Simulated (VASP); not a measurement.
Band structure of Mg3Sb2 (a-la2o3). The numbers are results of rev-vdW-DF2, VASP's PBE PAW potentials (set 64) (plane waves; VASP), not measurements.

Unless said otherwise, spin-orbit coupling is left out, though it shifts the bands of the heavy elements here.

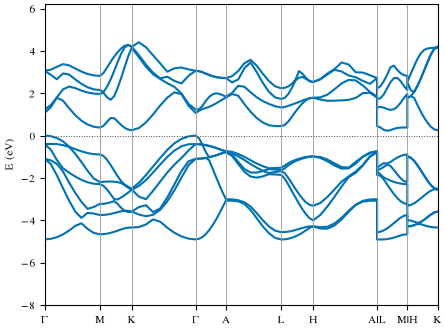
Figure. Bands along high-symmetry lines, zero at the valence-band maximum or, without a gap, the Fermi level

Problem. Read the plot: is there a gap, and where are the band edges?

Solution. The gap is indirect, 0.23 eV, from the valence maximum at Γ to the conduction minimum at L-M at 0.33. (Edges off the drawn lines would not show.)

The compound is Mg3Sb2 in the a-la2o3 structure. It was relaxed first.
